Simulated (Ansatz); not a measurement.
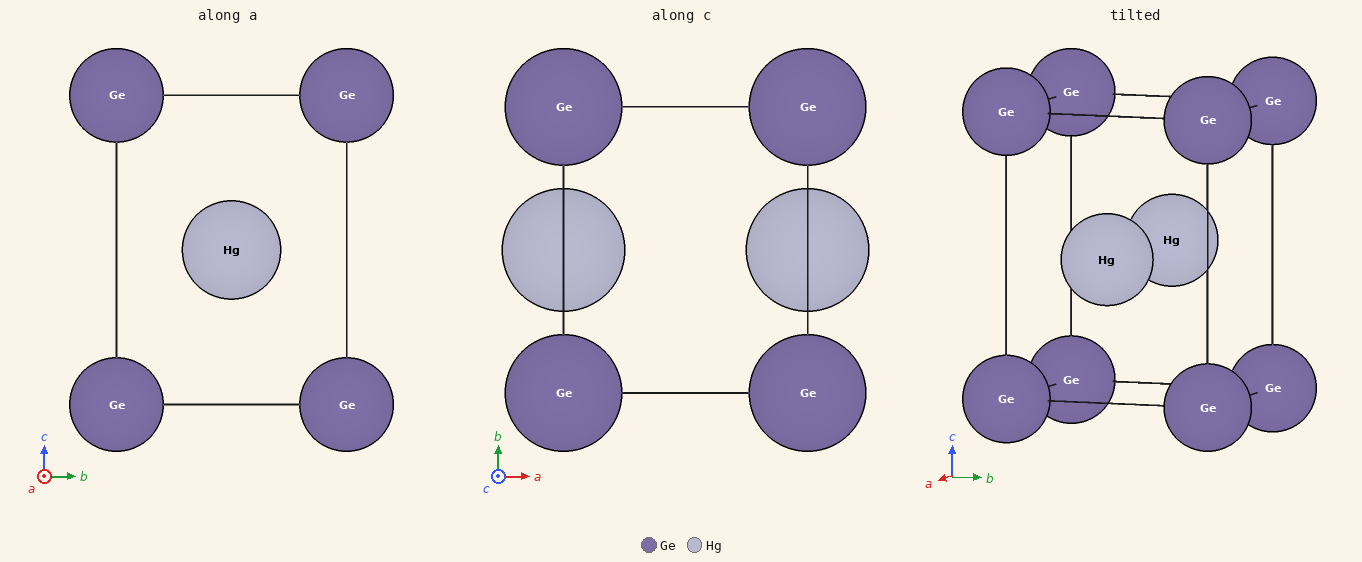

Crystal structure, spheres-only style, seen along the a axis, along the c axis and slightly off an axis. One conventional unit cell is framed, with atoms on its boundary repeated.

**Read off the composition.**

HgGe. The cell holds 1 Hg, 1 Ge, counting shared atoms by their share.

**Identify the Bravais lattice.**

Primitive orthorhombic.

**Which of the 230 space groups is it?**

Pmmm (No. 47), with Ge on 1a and Hg on 1g.

Provenance: a textbook structure type filled with these elements (whether it is the usual form wasn't checked). The picture shows the end point of a geometry optimisation with DFT PBE, scalar-relativistic, plane waves, PAW (Ansatz).
